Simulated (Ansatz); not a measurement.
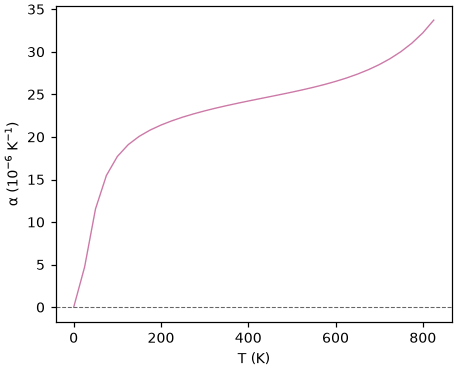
Fig. 1. Linear thermal expansion of InPd in the CsCl type structure from the quasi-harmonic free energy, DFT at the PBEsol level (Ansatz, an electronic-structure program)

The cell is a database entry relaxed within its symmetry; it need not be the phase found at ambient conditions. The run noted for some of its cells that some bands missed the eigensolver's tolerance.

Q: Read off α at 600 K, and say whether it is negative anywhere.

A: About 27 × 10⁻⁶ K⁻¹. It is not negative in the range shown.
